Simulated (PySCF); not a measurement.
# C₅H₆F+: NMR shifts, electronic excitations and K edges in gas and solvents, part 1 of 2

Aim: compute the NMR shifts, electronic excitations and K edges of C₅H₆F+ (`C[c+]1cc1CF`), and see what a dielectric continuum does where one was used.

Programs: PySCF 2.14.0, with density-fitted response routines of our own. Each step states its level of theory. These are calculated values for one molecule, in the gas phase or a continuum, unless marked as measured. Atoms are numbered from 0 throughout.

## 1. The starting structure

12 atoms, charge 1, multiplicity 1; geometry from: GFN2-xTB.

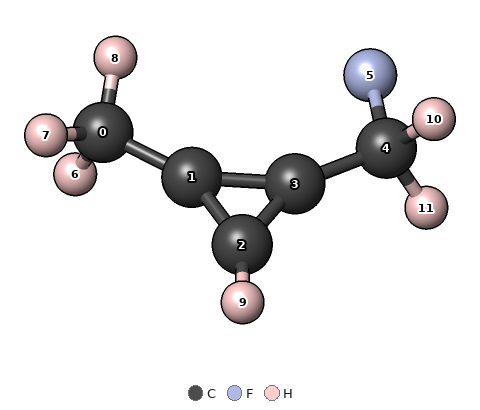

As it starts; carbon dark grey, fluorine light blue, hydrogen pink, atoms numbered.

## 2. Optimising the geometry at PBE0-D3(BJ)/def2-SVP

The job: settings as JSON, then the geometry in Å.

```
{"job": {"xc": "PBE0", "basis": "def2-SVP", "d3": "d3bj", "grid": 1, "kind": "geom"}, "charge": 1, "multiplicity": 1}
C      1.935738    -0.354180     0.183001
C      0.704415     0.326625    -0.062675
C     -0.010915     1.456216    -0.415164
C     -0.701721     0.304789    -0.112644
C     -1.932231    -0.436273     0.061777
F     -1.681712    -1.716421     0.434459
H      2.281982    -0.785127    -0.764673
H      2.714230     0.332084     0.518280
H      1.802832    -1.186133     0.875780
H     -0.040738     2.482015    -0.709847
H     -2.556885     0.032867     0.840339
H     -2.513796    -0.457148    -0.874661
```

Output:

```text
step   0  E = -293.08756490  max force = 0.042916
step   1  E = -293.08245248  max force = 0.029050
step   2  E = -293.08687449  max force = 0.020711
step   3  E = -293.09029511  max force = 0.003254
step   4  E = -293.09038936  max force = 0.002133
step   5  E = -293.09044155  max force = 0.000912
step   6  E = -293.09045307  max force = 0.000618
step   7  E = -293.09045754  max force = 0.000369
optimisation converged
```

It took 34 s on 1 thread, shared host.

The steps of the relaxation: (the energy doesn't fall at every step)

```csv
step,energy from step 0 (eV),largest force component (eV/Å)
0,0.0000,2.2068
1,0.1391,1.4938
2,0.0188,1.0650
3,-0.0743,0.1673
4,-0.0769,0.1097
5,-0.0783,0.0469
6,-0.0786,0.0318
7,-0.0787,0.0190
```

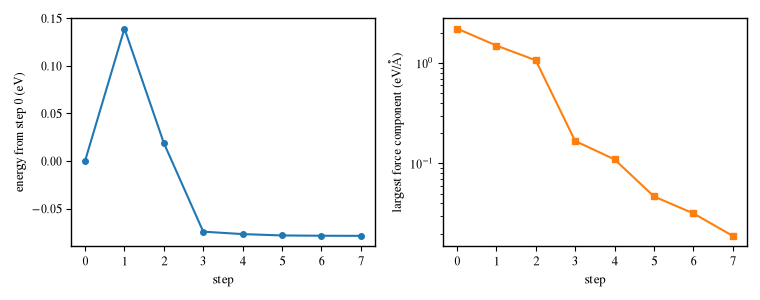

Energy and force, step by step.

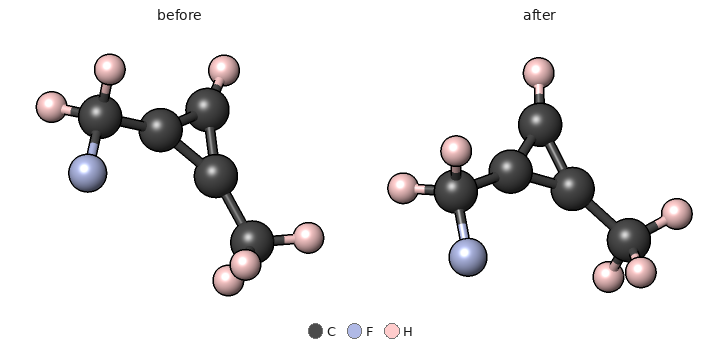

Before and after, at one scale.

Distances of close pairs at the start and the end, largest changes first:

```csv
bond,before (Å),after (Å),change (Å)
C0–C1,1.428,1.455,+0.027
C1–C3,1.407,1.381,-0.026
C2–H9,1.068,1.092,+0.025
C3–C4,1.447,1.469,+0.022
C1–C2,1.383,1.367,-0.015
C2–C3,1.376,1.364,-0.012
C4–F5,1.357,1.346,-0.011
C0–H6,1.097,1.106,+0.009
```

The end geometry stands in the next job.

```csv
at the end point,value
point group (found at 0.08 Å tolerance),C1
"rotational constants (GHz, main isotopes)","6.446, 2.511, 1.849"
```

## 3. Nuclear shieldings: PBE0/pcSseg-1 in acetonitrile

The job: settings as JSON, then the geometry in Å.

```
{"job": {"kind": "nmr", "xc": "PBE0", "basis": "pcSseg-1", "solvent": "acetonitrile", "pop": true}, "charge": 1, "multiplicity": 1}
C      1.923696     0.490759     0.064475
C      0.478635     0.587767    -0.078675
C     -0.650884     1.306394    -0.356906
C     -0.760842    -0.021120    -0.062881
C     -1.559254    -1.235285     0.153415
F     -0.766371    -2.279472     0.457766
H      2.324298     0.140559    -0.904921
H      2.374788     1.465767     0.288613
H      2.190676    -0.265576     0.815387
H     -1.129094     2.253425    -0.617540
H     -2.280446    -1.028561     0.967912
H     -2.148550    -1.431746    -0.762822
```

Level: GIAO PBE0/pcSseg-1 NMR shielding, non-relativistic, IEF-PCM acetonitrile.

Output:

```text
coarse grid: 10240 points
cycle   1  E = -293.2774476549  dE =  1.138e+00  |g| = 4.584e-01  |ddm| = 3.098e+00
cycle   2  E = -293.2577899393  dE =  1.966e-02  |g| = 6.078e-01  |ddm| = 9.925e-01
cycle   3  E = -293.3157632400  dE = -5.797e-02  |g| = 4.728e-02  |ddm| = 4.865e-01
cycle   4  E = -293.3160481978  dE = -2.850e-04  |g| = 2.360e-02  |ddm| = 4.783e-02
cycle   5  E = -293.3161713867  dE = -1.232e-04  |g| = 5.313e-03  |ddm| = 2.101e-02
cycle   6  E = -293.3161768507  dE = -5.464e-06  |g| = 1.787e-03  |ddm| = 5.486e-03
final grid: 99880 points
cycle   7  E = -293.3583845332  dE = -2.769e-05  |g| = 5.958e-03  |ddm| = 3.014e-02
cycle   8  E = -293.3583840562  dE =  4.770e-07  |g| = 6.505e-03  |ddm| = 9.499e-03
cycle   9  E = -293.3583932715  dE = -9.215e-06  |g| = 1.174e-03  |ddm| = 4.956e-03
cycle  10  E = -293.3583935282  dE = -2.566e-07  |g| = 9.166e-05  |ddm| = 9.065e-04
cycle  11  E = -293.3583935295  dE = -1.367e-09  |g| = 4.628e-05  |ddm| = 9.336e-05
cycle  12  E = -293.3583935300  dE = -4.814e-10  |g| = 8.638e-06  |ddm| = 4.018e-05
converged SCF energy = -293.3583935300

GIAO shielding tensors (ppm)
atom      isotropic    diamagn.    paramagn.     s11        s22        s33       span
  0 C      169.891     249.124     -79.233    148.192    177.637    183.845     35.653
  1 C       -2.580     257.933    -260.513   -145.520    -56.368    194.148    339.667
  2 C       14.399     253.375    -238.976   -100.152    -49.310    192.659    292.811
  3 C       -3.299     259.083    -262.382   -142.142    -49.636    181.881    324.023
  4 C      103.284     240.753    -137.469     79.902     81.462    148.487     68.584
  5 F      438.318     473.179     -34.861    413.284    430.117    471.554     58.270
  6 H       28.110      26.379       1.731     24.376     25.251     34.703     10.326
  7 H       27.779      25.540       2.239     23.264     26.068     34.003     10.739
  8 H       27.681      27.946      -0.265     22.960     26.754     33.330     10.370
  9 H       21.159      30.996      -9.837     19.344     21.205     22.927      3.584
 10 H       24.782      24.852      -0.070     20.621     24.312     29.412      8.791
 11 H       24.756      24.780      -0.024     20.573     24.260     29.436      8.862
```

Wall time 12 s (1 thread, shared host).

Shifts follow as δ = σ(reference) − σ, with reference shieldings (ppm) from runs at the same level and on the same kind of geometry: ¹H TMS 31.24, ¹³C TMS 185.5, ¹⁹F CFCl3 180.5. The references are single molecules in the same continuum, so shifts against H2O, NH3, PH3, H3PO4 or CFCl3 are not on the usual liquid scales and can be off by tens of ppm. Atoms listed in one row are averaged.

```csv
atoms,σ (ppm),δ (ppm)
C3,-3.3,188.8
C1,-2.6,188.0
C2,14.4,171.1
C4,103.3,82.2
C0,169.9,15.6
H9,21.16,10.08
"H10, H11",24.77,6.47
"H6, H7, H8",27.86,3.38
F5,438.3,-257.8
```

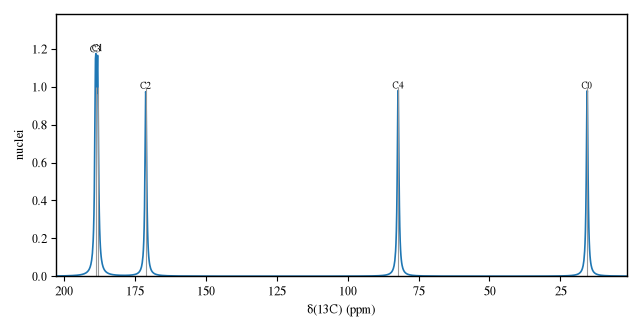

¹³C lines at the computed shifts, without couplings. Lines are broadened to a width of 0.69 ppm (Lorentzian).

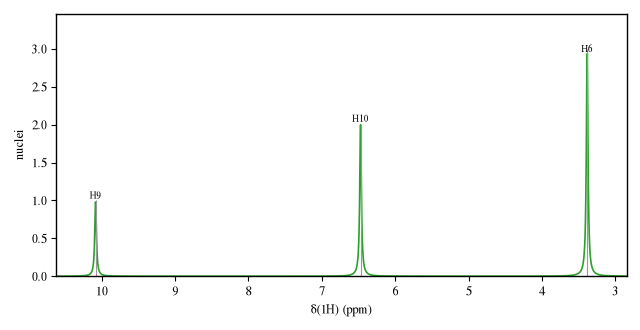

¹H lines at the computed shifts, without couplings. Lines are broadened to a width of 0.03 ppm (Lorentzian).

The run also stored atomic charges by several schemes (e):

```csv
atoms,Mulliken,IAO,Hirshfeld,ESP fit
C0,-0.18,-0.45,-0.06,-0.60
C1,0.00,0.21,0.16,0.42
C2,0.10,0.04,0.13,-0.14
C3,-0.02,0.16,0.14,0.21
C4,0.25,0.03,0.08,0.00
F5,-0.31,-0.30,-0.10,-0.21
```

IAO charges:

```csv
atom,value (e)
C0,-0.45
C1,0.21
C2,0.04
C3,0.16
C4,0.03
F5,-0.30
H6,0.22
H7,0.20
H8,0.21
H9,0.25
H10,0.21
H11,0.21
```

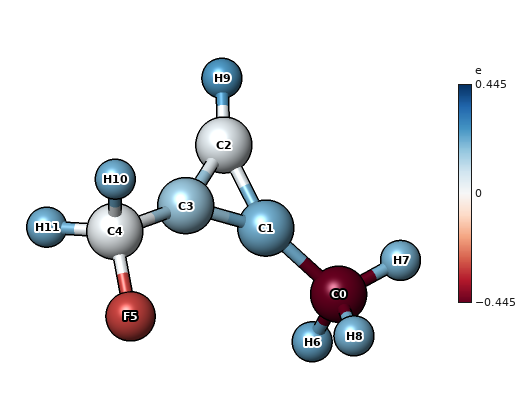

IAO charges, as colours on the atoms.

Mayer bond orders: C0–C1 1.16, C1–C2 1.18, C2–C3 1.20, C3–C4 1.06, C4–F5 0.92, C3–C1 1.17.

Ring of atoms C1, C2, C3: NICS(0) -24.8, NICS(1) -14.1, NICS(1)zz -25.0 ppm (means of both faces).

In rings of three or four atoms NICS is ruled by the nearby σ bonds, so it says little on aromaticity.

## 4. NMR shieldings: PBE0/pcSseg-1 in chloroform

Settings changed since step 3:

```diff
@@ -1,2 +1,2 @@
-{"job": {"kind": "nmr", "xc": "PBE0", "basis": "pcSseg-1", "solvent": "acetonitrile", "pop": true}, "charge": 1, "multiplicity": 1}
+{"job": {"kind": "nmr", "xc": "PBE0", "basis": "pcSseg-1", "solvent": "chloroform", "pop": false}, "charge": 1, "multiplicity": 1}
 C      1.923696     0.490759     0.064475
```

Level: GIAO PBE0/pcSseg-1 NMR shielding, non-relativistic, IEF-PCM chloroform.

Output:

```text
coarse grid: 10240 points
cycle   1  E = -293.2576590613  dE =  1.158e+00  |g| = 4.644e-01  |ddm| = 3.098e+00
cycle   2  E = -293.2359052560  dE =  2.175e-02  |g| = 6.245e-01  |ddm| = 1.066e+00
cycle   3  E = -293.2975655143  dE = -6.166e-02  |g| = 4.880e-02  |ddm| = 5.191e-01
cycle   4  E = -293.2978659196  dE = -3.004e-04  |g| = 2.499e-02  |ddm| = 5.001e-02
cycle   5  E = -293.2980045631  dE = -1.386e-04  |g| = 5.686e-03  |ddm| = 2.277e-02
cycle   6  E = -293.2980108186  dE = -6.256e-06  |g| = 1.930e-03  |ddm| = 6.046e-03
final grid: 99880 points
cycle   7  E = -293.3402185392  dE = -2.752e-05  |g| = 6.023e-03  |ddm| = 3.034e-02
cycle   8  E = -293.3402176554  dE =  8.838e-07  |g| = 6.681e-03  |ddm| = 1.001e-02
cycle   9  E = -293.3402274916  dE = -9.836e-06  |g| = 1.225e-03  |ddm| = 5.322e-03
cycle  10  E = -293.3402277787  dE = -2.871e-07  |g| = 9.137e-05  |ddm| = 9.596e-04
cycle  11  E = -293.3402277801  dE = -1.426e-09  |g| = 4.572e-05  |ddm| = 9.490e-05
cycle  12  E = -293.3402277806  dE = -4.447e-10  |g| = 9.238e-06  |ddm| = 4.109e-05
converged SCF energy = -293.3402277806

GIAO shielding tensors (ppm)
atom      isotropic    diamagn.    paramagn.     s11        s22        s33       span
  0 C      169.658     248.967     -79.309    147.567    177.600    183.806     36.239
  1 C       -3.048     257.871    -260.919   -147.054    -56.414    194.325    341.379
  2 C       14.585     253.811    -239.227    -99.286    -49.687    192.727    292.013
  3 C       -3.663     259.144    -262.807   -143.775    -49.469    182.254    326.029
  4 C      103.669     240.530    -136.861     80.789     82.009    148.209     67.420
  5 F      436.218     472.747     -36.530    411.748    427.731    469.174     57.427
  6 H       28.093      26.300       1.793     24.348     25.221     34.711     10.363
  7 H       27.736      25.449       2.287     23.213     26.014     33.982     10.769
  8 H       27.604      27.811      -0.207     22.875     26.648     33.290     10.415
  9 H       21.207      31.099      -9.892     19.335     21.319     22.967      3.632
 10 H       24.819      24.839      -0.020     20.654     24.368     29.433      8.779
 11 H       24.792      24.763       0.029     20.607     24.316     29.454      8.847
```

Run time: 10 s. Hardware: 1 thread, shared host.

In short: δ C3 188.8, C1 188.2, C2 170.6, C4 81.5, H9 10.04, H10 6.44 ppm (means over like atoms).

## 5. Ultraviolet spectrum: PBE0/def2-SVPD

Settings changed since step 4:

```diff
@@ -1,2 +1,2 @@
-{"job": {"kind": "nmr", "xc": "PBE0", "basis": "pcSseg-1", "solvent": "chloroform", "pop": false}, "charge": 1, "multiplicity": 1}
+{"job": {"kind": "uv", "xc": "PBE0", "basis": "def2-SVPD", "dynamic": true, "nstates": 6, "ntriplets": 0}, "charge": 1, "multiplicity": 1}
 C      1.923696     0.490759     0.064475
```

With the program's defaults for keys left out, this is: TDDFT PBE0/def2-SVPD, vertical, gas phase, core orbitals frozen in the response.

Output:

```text
coarse grid: 10240 points
cycle   1  E = -293.0133399724  dE =  1.186e+00  |g| = 4.526e-01  |ddm| = 5.125e+00
cycle   2  E = -292.9855954212  dE =  2.774e-02  |g| = 6.344e-01  |ddm| = 1.345e+00
cycle   3  E = -293.0568455669  dE = -7.125e-02  |g| = 6.012e-02  |ddm| = 6.150e-01
cycle   4  E = -293.0573577482  dE = -5.122e-04  |g| = 2.665e-02  |ddm| = 1.090e-01
cycle   5  E = -293.0575185667  dE = -1.608e-04  |g| = 7.034e-03  |ddm| = 5.068e-02
cycle   6  E = -293.0575285968  dE = -1.003e-05  |g| = 2.345e-03  |ddm| = 1.261e-02
cycle   7  E = -293.0575299316  dE = -1.335e-06  |g| = 3.206e-04  |ddm| = 3.732e-03
final grid: 99880 points
cycle   8  E = -293.0997986482  dE = -2.302e-05  |g| = 5.939e-03  |ddm| = 7.210e-02
cycle   9  E = -293.0997979683  dE =  6.799e-07  |g| = 6.588e-03  |ddm| = 1.768e-02
cycle  10  E = -293.0998071257  dE = -9.157e-06  |g| = 1.015e-03  |ddm| = 7.539e-03
cycle  11  E = -293.0998073130  dE = -1.872e-07  |g| = 9.638e-05  |ddm| = 1.253e-03
cycle  12  E = -293.0998073140  dE = -1.083e-09  |g| = 6.105e-05  |ddm| = 2.057e-04
cycle  13  E = -293.0998073150  dE = -9.148e-10  |g| = 1.127e-05  |ddm| = 1.096e-04
converged SCF energy = -293.0998073150

Static polarisability (au): isotropic 50.792, principal 36.381 52.491 63.504

Singlet excitations
state   eV       nm        f      main configurations
  1   6.5933    188.0   0.00087   H-1->L 0.90
  2   6.8045    182.2   0.00159   H-1->L+1 0.85, H-2->L+1 0.08
  3   6.9507    178.4   0.07869   H->L 0.94
  4   7.2430    171.2   0.00009   H-2->L 0.74, H-4->L 0.18
  5   7.2850    170.2   0.11578   H->L+1 0.95
  6   7.5889    163.4   0.00080   H-2->L+1 0.75, H-4->L+1 0.11
```

Wall time 24 s (1 thread, shared host).

Frontier orbitals and where they lie:

```csv
orbital,eV,atoms
HOMO−3,-16.28,"C0 27 %, F5 14 %, H6 14 %"
HOMO−2,-15.94,"F5 33 %, C3 17 %, C0 15 %"
HOMO−1,-15.21,"F5 27 %, C4 12 %, C1 12 %"
HOMO,-14.94,"F5 44 %, C4 20 %, H11 9 %"
LUMO,-6.92,"C2 47 %, C3 26 %, C1 11 %"
LUMO+1,-6.60,"C1 41 %, C3 26 %, C0 9 %"
LUMO+2,-3.83,"C3 18 %, C1 16 %, C4 15 %"
```

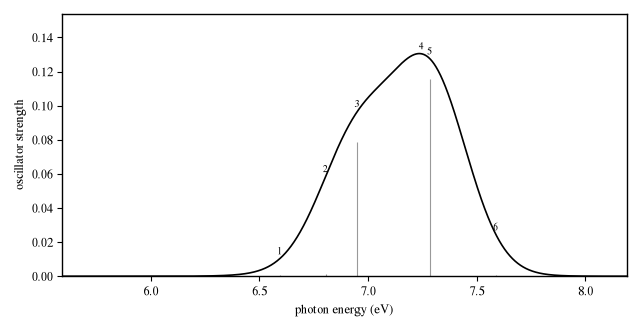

Absorption spectrum from the 6 singlet states computed; above the last one it falls off for lack of states. Lines are broadened to a width of 0.40 eV (Gaussian).

Ground-state properties from the same run:

```csv
property,computed
polarisability (Å³),7.53
HOMO–LUMO gap (eV),8.02
−ε(HOMO) (eV),14.94
C6 with itself (au),1172
```

## 6. TDDFT and polarisability: PBE0/def2-SVPD in acetonitrile

Settings changed since step 5:

```diff
@@ -1,2 +1,2 @@
-{"job": {"kind": "uv", "xc": "PBE0", "basis": "def2-SVPD", "dynamic": true, "nstates": 6, "ntriplets": 0}, "charge": 1, "multiplicity": 1}
+{"job": {"kind": "uv", "xc": "PBE0", "basis": "def2-SVPD", "solvent": "acetonitrile", "nstates": 6, "ntriplets": 0}, "charge": 1, "multiplicity": 1}
 C      1.923696     0.490759     0.064475
```

Method: TDDFT PBE0/def2-SVPD, vertical, IEF-PCM acetonitrile (non-equilibrium linear response), core orbitals frozen in the response.

Output:

```text
coarse grid: 10240 points
cycle   1  E = -293.1144867073  dE =  1.085e+00  |g| = 4.241e-01  |ddm| = 5.132e+00
cycle   2  E = -293.0964157223  dE =  1.807e-02  |g| = 5.603e-01  |ddm| = 1.148e+00
cycle   3  E = -293.1503197239  dE = -5.390e-02  |g| = 5.276e-02  |ddm| = 5.101e-01
cycle   4  E = -293.1507264564  dE = -4.067e-04  |g| = 2.176e-02  |ddm| = 9.906e-02
cycle   5  E = -293.1508330942  dE = -1.066e-04  |g| = 4.925e-03  |ddm| = 3.885e-02
cycle   6  E = -293.1508378665  dE = -4.772e-06  |g| = 1.703e-03  |ddm| = 8.927e-03
final grid: 99880 points
cycle   7  E = -293.1931056758  dE = -2.348e-05  |g| = 6.062e-03  |ddm| = 7.336e-02
cycle   8  E = -293.1931048246  dE =  8.512e-07  |g| = 6.702e-03  |ddm| = 2.006e-02
cycle   9  E = -293.1931147432  dE = -9.919e-06  |g| = 1.147e-03  |ddm| = 8.902e-03
cycle  10  E = -293.1931150090  dE = -2.658e-07  |g| = 7.965e-05  |ddm| = 1.683e-03
cycle  11  E = -293.1931150100  dE = -9.549e-10  |g| = 4.428e-05  |ddm| = 1.730e-04
cycle  12  E = -293.1931150105  dE = -4.903e-10  |g| = 7.042e-06  |ddm| = 8.689e-05
converged SCF energy = -293.1931150105

Static polarisability (au): isotropic 64.672, principal 47.076 67.401 79.538

Singlet excitations
state   eV       nm        f      main configurations
  1   6.7947    182.5   0.00097   H-1->L 0.79, H-1->L+1 0.16
  2   6.9087    179.5   0.00191   H-1->L+1 0.76, H-1->L 0.17
  3   7.3880    167.8   0.16412   H->L 0.83, H->L+1 0.09
  4   7.4328    166.8   0.00875   H-2->L 0.77, H-4->L 0.13
  5   7.6735    161.6   0.17340   H->L+1 0.88, H->L 0.10
  6   7.8008    158.9   0.00096   H-2->L+1 0.83, H-4->L+1 0.10
```

Run time: 17 s. Hardware: 1 thread, shared host.

This run: HOMO -10.60 eV, LUMO -2.12 eV; lowest singlet 6.79 eV.

## 7. Ultraviolet spectrum: PBE0/def2-SVPD in chloroform

Settings changed since step 6:

```diff
@@ -1,2 +1,2 @@
-{"job": {"kind": "uv", "xc": "PBE0", "basis": "def2-SVPD", "solvent": "acetonitrile", "nstates": 6, "ntriplets": 0}, "charge": 1, "multiplicity": 1}
+{"job": {"kind": "uv", "xc": "PBE0", "basis": "def2-SVPD", "solvent": "chloroform", "nstates": 6, "ntriplets": 0}, "charge": 1, "multiplicity": 1}
 C      1.923696     0.490759     0.064475
```

Level: TDDFT PBE0/def2-SVPD, vertical, IEF-PCM chloroform (non-equilibrium linear response), core orbitals frozen in the response.

Output:

```text
coarse grid: 10240 points
cycle   1  E = -293.0947075055  dE =  1.105e+00  |g| = 4.302e-01  |ddm| = 5.130e+00
cycle   2  E = -293.0747636319  dE =  1.994e-02  |g| = 5.760e-01  |ddm| = 1.186e+00
cycle   3  E = -293.1320935340  dE = -5.733e-02  |g| = 5.421e-02  |ddm| = 5.293e-01
cycle   4  E = -293.1325203392  dE = -4.268e-04  |g| = 2.291e-02  |ddm| = 9.995e-02
cycle   5  E = -293.1326389649  dE = -1.186e-04  |g| = 5.383e-03  |ddm| = 4.178e-02
cycle   6  E = -293.1326446762  dE = -5.711e-06  |g| = 1.874e-03  |ddm| = 9.703e-03
final grid: 99880 points
cycle   7  E = -293.1749126837  dE = -2.331e-05  |g| = 6.115e-03  |ddm| = 7.334e-02
cycle   8  E = -293.1749113896  dE =  1.294e-06  |g| = 6.870e-03  |ddm| = 2.015e-02
cycle   9  E = -293.1749219406  dE = -1.055e-05  |g| = 1.197e-03  |ddm| = 9.253e-03
cycle  10  E = -293.1749222377  dE = -2.971e-07  |g| = 7.728e-05  |ddm| = 1.760e-03
cycle  11  E = -293.1749222386  dE = -9.209e-10  |g| = 4.207e-05  |ddm| = 1.659e-04
cycle  12  E = -293.1749222390  dE = -4.399e-10  |g| = 7.723e-06  |ddm| = 8.279e-05
converged SCF energy = -293.1749222390

Static polarisability (au): isotropic 60.510, principal 43.456 62.926 75.147

Singlet excitations
state   eV       nm        f      main configurations
  1   6.7421    183.9   0.00103   H-1->L 0.84, H-1->L+1 0.11
  2   6.8799    180.2   0.00203   H-1->L+1 0.80, H-1->L 0.12
  3   7.2670    170.6   0.16120   H->L 0.88, H->L+1 0.09
  4   7.3831    167.9   0.00093   H-2->L 0.77, H-4->L 0.16
  5   7.5702    163.8   0.17137   H->L+1 0.89, H->L 0.09
  6   7.7548    159.9   0.00105   H-2->L+1 0.80, H-4->L+1 0.12
```

Run time: 17 s. Hardware: 1 thread, shared host.

In short: HOMO -11.42 eV, LUMO -3.05 eV; lowest singlet 6.74 eV.

(Continued in part 2 of 2.)
